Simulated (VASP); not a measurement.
Band structure of BeZn$_{3}$Se$_{4}$ (ordered alloy cell). All values below come from PBE GGA, VASP's PBE PAW potentials (set 64) (plane waves; VASP).

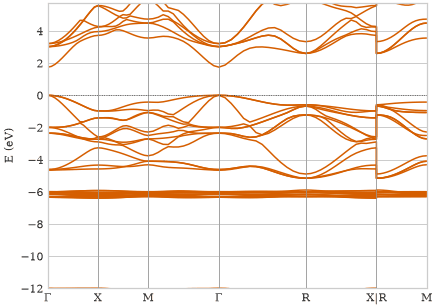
Figure. Bands along high-symmetry lines, zero at the valence-band maximum or, without a gap, the Fermi level

### Question
Read the plot: is there a gap, and where are the band edges?

### Answer
The gap is direct, 1.75 eV, from the valence maximum at Γ to the conduction minimum at Γ. (Edges off the drawn lines would not show.)

The structure was generated: BeZn3Se4 was put into an ordered model structure (P-43m), which need not be its known phase. It was relaxed first.
